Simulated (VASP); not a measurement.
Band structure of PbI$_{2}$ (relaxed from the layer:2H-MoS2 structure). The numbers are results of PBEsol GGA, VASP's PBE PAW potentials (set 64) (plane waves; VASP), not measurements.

The cell holds a wide vacuum, so values per volume refer to the whole cell. Unless said otherwise, spin-orbit coupling is left out, though it shifts the bands of the heavy elements here.

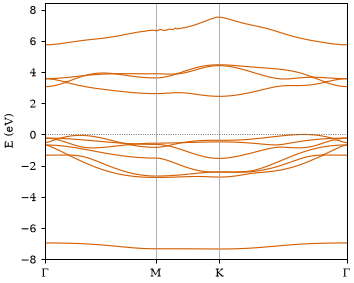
Figure. Bands along high-symmetry lines, zero at the valence-band maximum or, without a gap, the Fermi level

Read the plot: is there a gap, and where are the band edges?

The gap is indirect, 2.45 eV, from the valence maximum at K-Γ at 0.66 to the conduction minimum at K. (Edges off the drawn lines would not show.)

The cell is a sheet with vacuum, built from a generated structure.
